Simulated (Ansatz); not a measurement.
# Ta2N monolayer: phonons and vibrational spectra

How does Ta2N monolayer vibrate, and is this structure a minimum?

Calculated with Ansatz 0.2.0; DFT PBEsol, scalar-relativistic, plane waves, PAW; PAW set soft_1.

## Step 1: Starting point

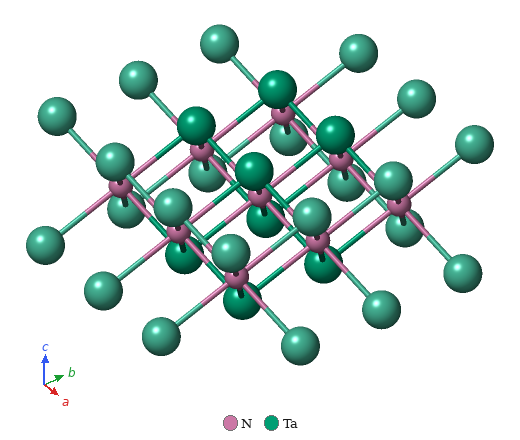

The cell as given, slightly off an axis (nitrogen pink, tantalum teal). 2×2×1 cells are drawn. Some periodic images of atoms are drawn too.

The cell holds 3 atoms: 1 N and 2 Ta. Cell: a = 3.100 Å, b = 3.100 Å, c = 20.000 Å, α = 90.0°, β = 90.0°, γ = 120.0°. It derives from Ta2N. Vacuum lies along c.

## Step 2: Coarse relaxation

The start is far from rest, so a relaxation with loose tolerances brings it close first.

The program solves this slab on a cell height of its own, 28.6 Å, in place of the one typed.

input.yaml reads:

```yaml
crystal:
  lattice:
    - [3.1, 0.0, 0.0]
    - [-1.55, 2.68468, 0.0]
    - [0.0, 0.0, 20.0]
  atoms:
    - { symbol: "N", position: [0.0, 0.0, 0.5] }
    - { symbol: Ta, position: [0.333333, 0.666667, 0.56] }
    - { symbol: Ta, position: [0.666667, 0.333333, 0.44] }
  periodic: [true, true, false]
kpoints:
  mp_grid: { grid: [9, 9, 1] }
hamiltonian:
  xc: pbesol
  pseudopotentials: { kind: paw, azcp: { folder: soft_1 }, xc_functional: pbe }
scf:
  occupations: { method: gaussian, width: 0.1 }
output:
  forces: true
  stress: true
  eigenvalues: true
relax:
  adjacent_minimum: "off"
  f_tol: 0.05
  max_steps: 80
  cell: { stress_2d_tol: 0.02 }
```

The run is started by

```bash
ansatz run input.yaml --threads 4 --pin off --max-ram 16384MiB --backend cpu --events-out ev --progress --plain --runs-dir out
```

Numbers of over 12 decimals in the logs are rounded to 6 here.

Log:

```text
[...]
F+E_penalty+E_count = -19992.86321118 eV   max|allowed force component| = 1.822e-5 eV/Å   (the final SCF, on the basis selected at the relaxed cell)
  cell:  # Å, volume = 232.6543 Å³
    - [3.064836, 0.0, 0]
    - [-1.532418, 2.654226, 0]
    - [0, 0, 28.6]
  atoms:
    - { symbol: N, position: [0, 0, 0.349650] }
    - { symbol: Ta, position: [0.333333, 0.666667, 0.390139] }
    - { symbol: Ta, position: [0.666667, 0.333333, 0.309162] }
[key lines of the parts left out:]
SCF converged after 5 iterations
Free energy (F): -19992.863211 eV
Fermi energy:    -4.866654 eV
P = ½ c Tr σ = -0.0008 N/m
```

The job ended after 10 s (4 threads of Arm Neoverse V2, shared host; peak memory 0.48 GiB; 36 s of CPU time).

This run has no spin polarisation although its electron count is odd.

Relaxation path:

```csv
step,energy less that of the first step (eV),largest force component (eV/Å),volume (Å³)
1,0.0000,1.2886,238.02
2,-0.0739,0.7715,230.97
3,-0.0966,0.1191,232.27
4,-0.0971,0.0005,232.96
5,-0.0972,0.0002,232.69
6*,-0.0963,0.0002,232.69
7,-0.0963,0.0000,232.65
8*,-0.0963,0.0000,232.65
```

Relaxation steps marked * repeat the geometry before them on a plane-wave basis chosen anew for their cell, so energy and pressure can jump there.

The run keeps the 12 symmetry operations that it works with, so distortions that break them were not tested.

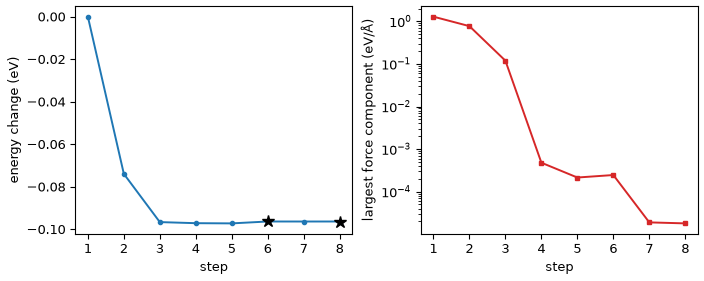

Energy and largest force along the relaxation. Stars mark steps on a basis chosen anew.

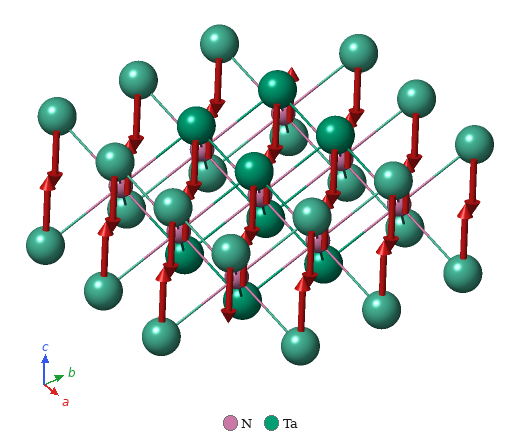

Displacements in the relaxation, exaggerated, measured against the changing cell; the longest in the cell stands for 0.04 Å. 2×2×1 cells are drawn. Some periodic images of atoms are drawn too.

```csv
cell as run,before,after,change
a (Å),3.100,3.065,-1.1 %
b (Å),3.100,3.065,-1.1 %
```

The atoms that moved most (Å, along periodic axes as changes of fractional coordinates times the final cell, across vacuum about the mean position):

```csv
atom,dx,dy,dz,length
Ta3,0.000,0.000,0.042,0.042
Ta2,0.000,0.000,-0.042,0.042
```

The relaxed structure:

```xyz
3
Lattice="3.0648 0.0000 0.0000 -1.5324 2.6542 0.0000 0.0000 0.0000 28.6000" Properties=species:S:1:pos:R:3
N     0.0000    0.0000   10.0000
Ta    0.0000    1.7695   11.1580
Ta    1.5324    0.8847    8.8420
```

This step gave:

```yaml
gap_on_the_k_mesh: 0 eV
area_per_atom: 2.712 Å²
```

The relaxation ends with a largest force component of 1.8e-5 eV/Å.

## Step 3: Bringing the structure to rest

The cell and atoms are relaxed, since residual forces and stress would shift the frequencies.

input.yaml reads:

```yaml
crystal:
  lattice:
    - [3.0648359107, 0.0, 0.0]
    - [-1.5324179554, 2.6542257571, 0.0]
    - [0.0, 0.0, 28.6]
  atoms:
    - { symbol: "N", position: [0.0, 0.0, 0.3496503497] }
    - { symbol: Ta, position: [0.3333333333, 0.6666666667, 0.3901386277] }
    - { symbol: Ta, position: [0.6666666667, 0.3333333333, 0.3091620716] }
  periodic: [true, true, false]
kpoints:
  mp_grid: { grid: [15, 15, 1] }
hamiltonian:
  xc: pbesol
  pseudopotentials: { kind: paw, azcp: { folder: soft_1 }, xc_functional: pbe }
scf:
  occupations: { method: gaussian, width: 0.1 }
output:
  forces: true
  stress: true
  eigenvalues: true
  write_density: true
  write_potential: true
  elf: true
  volumetric_format: npy
relax:
  adjacent_minimum: "off"
  f_tol: 0.005
  max_steps: 80
  cell: { stress_2d_tol: 0.02 }
```

Log:

```text
[...]
Crystal: 3 atoms, lattice volume = 232.654 Å³
Basis set: ecut = 420 eV, 4499 PW (Γ), exchange–correlation on 48×48×384 points (8 copies of the dense FFT grid, shifted against one another)
Bands: 20, of which v1, the nominal top of the filled ones, is band 16 counted from 1 (15 counted from 0)
Symmetry: 12 space group operations
[...]
k-points: 27 of 225
[...]
SCF iter   1: F=—  HF=-19995.299992 eV  |F-HF|=—  |Δ(HF+E_count)|=         —  Δρ=4.90e-2  dr2=1.21e1  ethr=3.10e-3  ⟨swp⟩=11.5  Hψ=4297  notcnv=0
[...]
SCF iter  10: F=-19992.858517 eV  HF=-19992.858517 eV  |F-HF|=1.05e-9  |Δ(HF+E_count)|=   4.55e-9  Δρ=2.01e-7  dr2=8.36e-11  ethr=9.20e-12  ⟨swp⟩=11.9  Hψ=4949  notcnv=0
SCF 1 converged in 10 iterations: F = -19992.858517 eV  dr2 = 8.36e-11
[...]
relax step   1: F+E_penalty+E_count = -19992.85851700 eV  Δ(F+E_penalty+E_count) = +0.000e0 eV  max|allowed force component| = 1.080e-2 eV/Å  Δτ_max = 0.0000 Å  P = +0.004 N/m  Ω = 232.654 Å³  fix = [c, alpha, beta]  reactions: c +0.000 N/m  (10 SCF iters, dr2 threshold 1.00e-7 eV, accepted)
Crystal: 3 atoms, lattice volume = 232.768 Å³
[...]
SCF iter   5: F=-19992.858501 eV  HF=-19992.858501 eV  |F-HF|=5.55e-9  |Δ(HF+E_count)|=   2.29e-8  Δρ=7.56e-7  dr2=1.17e-9  ethr=2.35e-11  ⟨swp⟩=18.9  Hψ=5803  notcnv=0
SCF 2 converged in 5 iterations: F = -19992.858501 eV  dr2 = 1.17e-9
relax step   2: F+E_penalty+E_count = -19992.85850051 eV  Δ(F+E_penalty+E_count) = +1.649e-5 eV  max|allowed force component| = 5.683e-3 eV/Å  Δτ_max = 0.0011 Å  P = -0.014 N/m  Ω = 232.768 Å³  energy of the carried Pulay correction = -2.067e-5 eV  fix = [c, alpha, beta]  reactions: c -0.000 N/m  (5 SCF iters, dr2 threshold 7.29e-9 eV, accepted)
Crystal: 3 atoms, lattice volume = 232.714 Å³
[...]
SCF iter   4: F=-19992.858513 eV  HF=-19992.858513 eV  |F-HF|=9.34e-9  |Δ(HF+E_count)|=   2.02e-8  Δρ=8.16e-7  dr2=1.69e-9  ethr=6.51e-12  ⟨swp⟩=15.2  Hψ=6294  notcnv=0
SCF 3 converged in 4 iterations: F = -19992.858513 eV  dr2 = 1.69e-9
relax step   3: F+E_penalty+E_count = -19992.85851341 eV  Δ(F+E_penalty+E_count) = -1.291e-5 eV  max|allowed force component| = 1.266e-4 eV/Å  Δτ_max = 0.0004 Å  P = +0.001 N/m  Ω = 232.714 Å³  energy of the carried Pulay correction = -1.087e-5 eV  fix = [c, alpha, beta]  reactions: c +0.000 N/m  (4 SCF iters, dr2 threshold 2.02e-9 eV, accepted)
[...]
SCF iter   6: F=-19992.858526 eV  HF=-19992.858526 eV  |F-HF|=2.91e-11  |Δ(HF+E_count)|=  5.46e-11  Δρ=1.11e-8  dr2=5.69e-13  ethr=1.00e-12  ⟨swp⟩=15.7  Hψ=4209  notcnv=0
SCF 4 converged in 6 iterations: F = -19992.858526 eV  dr2 = 5.69e-13
relax step   4: F+E_penalty+E_count = -19992.85852596 eV  Δ(F+E_penalty+E_count) = -1.255e-5 eV  max|allowed force component| = 1.252e-4 eV/Å  Δτ_max = 0.0000 Å  P = +0.001 N/m  Ω = 232.714 Å³  fix = [c, alpha, beta]  reactions: c +0.000 N/m  stress off target by 1.42e-3 N/m on what of the cell is left free  SCF on the basis re-selected at this cell (its energy is not comparable with the rows above)  (6 SCF iters)
basis re-selected at this cell: Δ(F+E_penalty+E_count) = -1.255e-5 eV, ΔP = +0.000 N/m vs the last step (what re-selecting the basis moved, of the pressure what is left beyond the Pulay correction that the steps carried, after the strain that the cell walked since its last selection, with what the two solves' SCF thresholds leave and, on support functions, any second-order correction that the steps lacked; it is no m [...]
WARN: The output density's exchange-correlation potential varies sharply where the density is thin. Do not read a vacuum level from v_tot or v_xc, or from such a field of the output density. On a cell that repeats whose density bears no net charge and no dipole along the vacuum's axis use v_es (v_loc + v_h of the components); under efield.dipole_correction with no amplitude use v_es + v_field, which holds any externa [...]
SCF converged after 6 iterations
Free energy (F): -19992.858526 eV
[...]
Internal energy: -19992.851587 eV  (E = F + TS)
E sigma→0 (E₀):  -19992.855057 eV
Entropy (-TS):   -0.006939 eV (-2.313 meV/atom)
Fermi energy:    -4.953827 eV
[...]
--- Forces (eV/Å), atoms counted from 1 ---
  atom   1  N      0.00000000    -0.00000000     0.00000000
  atom   2  Ta    -0.00000000     0.00000000     0.00012520
  atom   3  Ta     0.00000000    -0.00000000    -0.00012520
  max |Σ_I F_I| component: 2.78e-17 eV/Å
--- 2D stress c σ (N/m, compression-positive) ---
        0.001417       0.000000       0.000000
        0.000000       0.001417      -0.000000
        0.000000      -0.000000       0.000000
  P = ½ c Tr σ = 0.0014 N/m
--- Band table (eV; the first three rows and the last of 27) ---
  k-point 0: bands = [... 12 lower, -7.6105, -5.9597, -5.7831, -5.6232, -5.6232, -3.5015, -3.4660, -3.4660]
  k-point 1: bands = [... 12 lower, -7.4386, -6.1700, -5.8133, -5.6981, -5.5194, -3.9535, -3.5394, -2.8808]
  k-point 2: bands = [... 12 lower, -7.0980, -6.6547, -6.1937, -5.4607, -5.2251, -4.0218, -3.5604, -2.9699]
  k-point 26: bands = [... 12 lower, -6.4009, -6.3978, -6.3978, -4.6110, -3.4094, -3.4094, -1.6383, -1.6383]
--- Relaxed structure (3 steps of the walk, 3 accepted, 1 SCFs on fresh bases) ---
[...]
cell:  # Å, volume = 232.7142 Å³
    - [3.065230, 2.88712386360856e-11, 0]
    - [-1.532615, 2.654567, 0]
    - [0, 0, 28.6]
  atoms:
    - { symbol: N, position: [0, 0, 0.349650] }
    - { symbol: Ta, position: [0.333333, 0.666667, 0.390116] }
    - { symbol: Ta, position: [0.666667, 0.333333, 0.309185] }
```

Elapsed: 11 s, on 4 threads; peak memory 0.53 GiB.

Little changed from the start: no atom moved by 0.005 Å and no cell edge by 0.1 %.

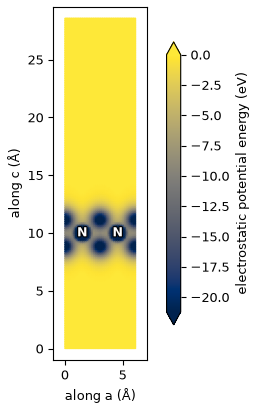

Electrostatic potential energy in the ac plane at fractional y = 0.000, with atoms of N within 0.2 Å of it. With pseudopotentials it is smooth inside the atoms' cores, unlike the true potential. The map starts off the cell's origin, so that atoms lie inside it.

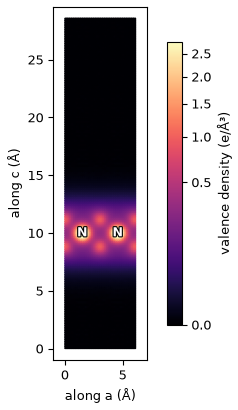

Valence density in the ac plane at fractional y = 0.000, with atoms of N within 0.2 Å of it. It is the smooth field of the valence electrons, not physical close to the nuclei. The map starts off the cell's origin, so that atoms lie inside it. The colour scale is stretched toward low values.

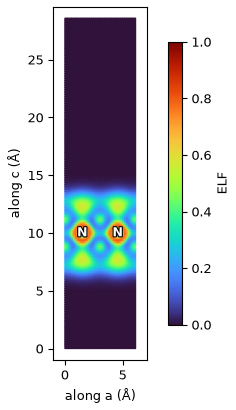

ELF in the ac plane at fractional y = 0.000, with atoms of N within 0.2 Å of it. It is the smooth field of the valence electrons, not physical close to the nuclei. The map starts off the cell's origin, so that atoms lie inside it.

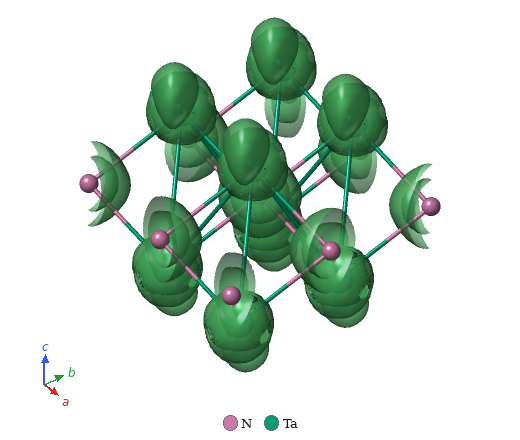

Surface of ELF = 0.75. 2×2×1 cells are drawn.

## Step 4: Tight relaxation

Phonons need a cell at rest on their own settings, so the relaxation is repeated with tight tolerances on forces and stress on the k mesh and occupations of the first response run.

input.yaml, the sections that differ from step 3:

```yaml
crystal:
  lattice:
    - [3.0652300475, 0.0, 0.0]
    - [-1.5326150238, 2.6545670895, 0.0]
    - [0.0, 0.0, 28.6]
  atoms:
    - { symbol: "N", position: [0.0, 0.0, 0.3496503497] }
    - { symbol: Ta, position: [0.3333333333, 0.6666666667, 0.3901158861] }
    - { symbol: Ta, position: [0.6666666667, 0.3333333333, 0.3091848133] }
  periodic: [true, true, false]
kpoints:
  mp_grid: { grid: [18, 18, 1] }
scf:
  occupations: { method: methfessel_paxton, width: 0.2 }
relax:
  adjacent_minimum: "off"
  f_tol: 0.001
  max_steps: 60
  cell: { stress_2d_tol: 0.002 }
# hamiltonian, output: as in step 3
```

Log:

```text
[...]
Crystal: 3 atoms, lattice volume = 232.714 Å³
Basis set: ecut = 420 eV, 4499 PW (Γ), exchange–correlation on 48×48×384 points (8 copies of the dense FFT grid, shifted against one another)
Bands: 20, of which v1, the nominal top of the filled ones, is band 16 counted from 1 (15 counted from 0)
Symmetry: 12 space group operations
[...]
k-points: 37 of 324
[...]
--- Relaxed structure (5 steps of the walk, 5 accepted, 1 SCFs on fresh bases) ---
[...]
cell:  # Å, volume = 233.1543 Å³
    - [3.068128, 2.8894783133982397e-11, 0]
    - [-1.534064, 2.657076, 0]
    - [0, 0, 28.6]
  atoms:
    - { symbol: N, position: [0, 0, 0.349650] }
    - { symbol: Ta, position: [0.333333, 0.666667, 0.389981] }
    - { symbol: Ta, position: [0.666667, 0.333333, 0.309319] }
[key lines of the parts left out:]
SCF converged after 7 iterations
Free energy (F): -19992.854687 eV
Fermi energy:    -4.893894 eV
P = ½ c Tr σ = 0.0018 N/m
```

Elapsed: 19 s, on 4 threads; peak memory 0.58 GiB; 73 s of CPU time.

Little changed from the start: no atom moved by 0.005 Å and no cell edge by 0.1 %.

This step gave:

```
area per atom : 2.717 Å²
```

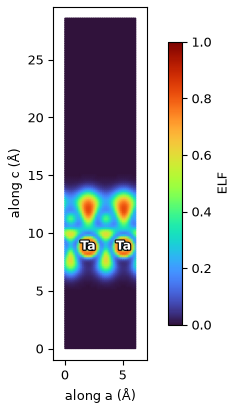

ELF in the ac plane at fractional y = 0.333, with atoms of Ta within 0.2 Å of it. It is the smooth field of the valence electrons, not physical close to the nuclei.

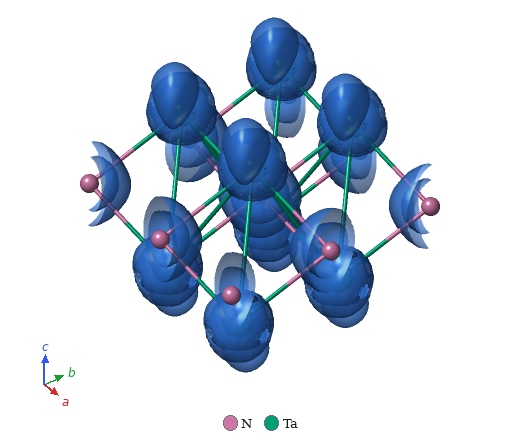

Surface of ELF = 0.75. 2×2×1 cells are drawn.

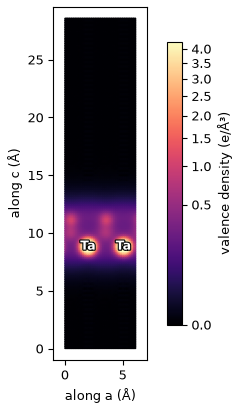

Valence density in the ac plane at fractional y = 0.333, with atoms of Ta within 0.2 Å of it. It is the smooth field of the valence electrons, not physical close to the nuclei. The colour scale is stretched toward low values.

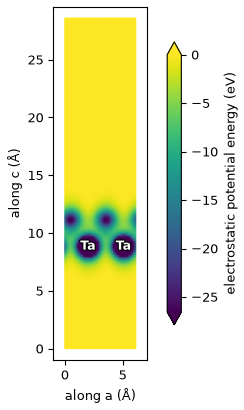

Electrostatic potential energy in the ac plane at fractional y = 0.333, with atoms of Ta within 0.2 Å of it. With pseudopotentials it is smooth inside the atoms' cores, unlike the true potential.

The largest force component left is 0.012 meV/Å, within the tolerances set.

## Step 5: Modes at Γ

The zone centre comes first: it holds the modes that light can see, as far as symmetry allows. No field response is asked, since the mesh shows no gap.

input.yaml, the sections that differ from step 4:

```yaml
crystal:
  lattice:
    - [3.0681275535, 0.0, 0.0]
    - [-1.5340637768, 2.6570764034, 0.0]
    - [0.0, 0.0, 28.6]
  atoms:
    - { symbol: "N", position: [0.0, 0.0, 0.3496503497] }
    - { symbol: Ta, position: [0.3333333333, 0.6666666667, 0.3899813597] }
    - { symbol: Ta, position: [0.6666666667, 0.3333333333, 0.3093193397] }
  periodic: [true, true, false]
output:
  eigenvalues: true
phonons:
  method: dfpt
# kpoints, hamiltonian, scf: as in step 4
# relax: removed
```

Log:

```text
Warning: crystal.symmetry: narrowed to the stabiliser of the run's FFT grids — unitary ops 12 → 6. A phonons.method: dfpt run fills in the rows of the dynamical matrix that it does not solve by its symmetry operations, which is exact only for operations that map its FFT grids onto themselves: filled in by any other, the frequencies could depend on the order in which like atoms are typed, or, by more than the grids' own error, on where the crystal sits among the grids' points. Excluded: 6 operations. The run can therefore solve more perturbations, solve them on more k-points, or both, and cost more. [rest of the remark cut]
[...]
Crystal: 3 atoms, lattice volume = 233.154 Å³
Basis set: ecut = 420 eV, 4535 PW (Γ), exchange–correlation on 48×48×384 points (8 copies of the dense FFT grid, shifted against one another)
Bands: 20, of which v1, the nominal top of the filled ones, is band 16 counted from 1 (15 counted from 0)
Symmetry: 12 space group operations
k-points: 91 of 324 (irreducible under 2 space group operations, time reversal used)
[...]
SCF iter   1: F=—  HF=-19995.308566 eV  |F-HF|=—  |Δ(HF+E_count)|=         —  Δρ=4.88e-2  dr2=1.20e1  ethr=3.10e-3  ⟨swp⟩=10.7  Hψ=14393  notcnv=0
[...]
SCF iter  11: F=-19992.854687 eV  HF=-19992.854687 eV  |F-HF|=5.46e-11  |Δ(HF+E_count)|=  5.71e-10  S|Δr|=    0.00e0  Δρ=2.69e-8  dr2=1.24e-12  ethr=1.00e-12  ⟨swp⟩=17.1  Hψ=17004  notcnv=0
SCF 1 converged in 11 iterations: F = -19992.854687 eV  dr2 = 1.24e-12
[...]
DFPT response loops at Γ: preconditioner auto → none (partly filled bands, converged f_vac=0.746); β = 0.50; Broyden in place of MSR1
SCF converged after 11 iterations
[...]
Free energy (F): -19992.854687 eV
[...]
Internal energy: -19992.857832 eV  (E = F + TS)
E sigma→0 (E₀):  -19992.855473 eV
Entropy (-TS):   0.003145 eV (1.048 meV/atom)
Fermi energy:    -4.893898 eV
[...]
--- Band table (eV; the first three rows and the last of 91) ---
  k-point 0: bands = [... 12 lower, -7.5687, -5.9408, -5.7311, -5.6025, -5.6025, -3.4592, -3.4335, -3.4335]
  k-point 1: bands = [... 12 lower, -7.4453, -6.0938, -5.7322, -5.6689, -5.5308, -3.8831, -3.4883, -2.8685]
  k-point 2: bands = [... 12 lower, -7.1589, -6.4561, -6.0442, -5.5196, -5.3241, -3.9896, -3.5388, -2.9017]
  k-point 90: bands = [... 12 lower, -7.4616, -6.5422, -5.8232, -4.8004, -3.1701, -3.0007, -1.8801, -1.4827]
--- Phonons (Γ-DFPT): 6 representative perturbations + reference, on 91 of 324 k-points (Σ response iterations 32) ---
  ASR residual: 1.874e-5 → 0.000e0 eV/Å²; symmetrization residual: 1.228e-5 eV/Å²
  The last average, over the group as it would stand without the narrowing to the FFT grids, took up to 2.088e-6 eV/Å² of the zone centre's force constants
  ASR residual per site (eV/Å²): 1.77e-5 1.87e-5 1.74e-5
  Γ frequencies (cm⁻¹): 0.00 0.00 0.00 121.11 121.11 188.99 542.00 542.00 587.39
  non-analytic LO–TO correction: not included (Born effective charges unavailable; polar crystals: no LO–TO splitting at Γ)
```

Elapsed: 84 s, on 4 threads; peak memory 1.5 GiB; 5.4 min of CPU time.

This step gave:

```yaml
sum_rule_residual_before_enforcement: 1.87e-5 eV/Å²
point_group: -3m
highest_optical_mode_at_the_zone_centre_no_lo_to_term: 587.4 cm⁻¹
lowest_optical_zone_centre_mode: 121.1 cm⁻¹
```

Patterns of degenerate modes are one choice out of their space. Modes at Γ, with each element's share of the kinetic energy:

```csv
mode,frequency (cm⁻¹),symmetry,N %,Ta %
1,0.0,acoustic,4,96
2,0.0,acoustic,4,96
3,0.0,acoustic,4,96
4,121.1,Eg,0,100
5,121.1,Eg,0,100
6,189.0,A1g,0,100
7,542.0,Eu,96,4
8,542.0,Eu,96,4
9,587.4,A2u,96,4
```

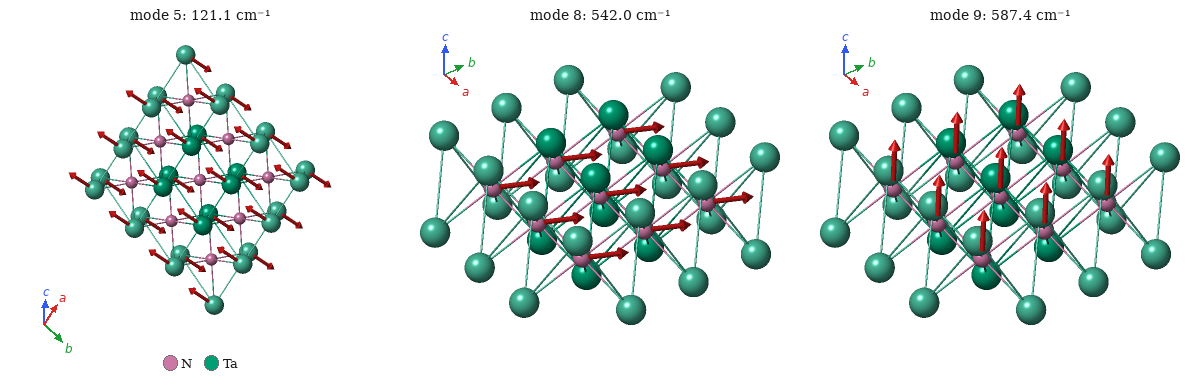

Displacement patterns of modes 5, 8 and 9 at Γ; arrows are exaggerated. 2×2×1 cells are drawn. Some periodic images of atoms are drawn too.

Before it was imposed, the acoustic sum rule was missed by 1.9e-5 eV/Å². Small misses are needed for a sound result but don't prove that mesh and cutoff are converged. The lowest optical mode is real, 121 cm⁻¹.

[end of part 1 of 2]

[Logs are printed without paths, hosts, clocks, repeated set-up lines and the standing remarks that a program may print on its own settings, such as how far it seeks lower states.]

[Hosts, paths, dates, database ids (printed as entryN), source tags and the programs' standing remarks are cut or masked in the printed files.]
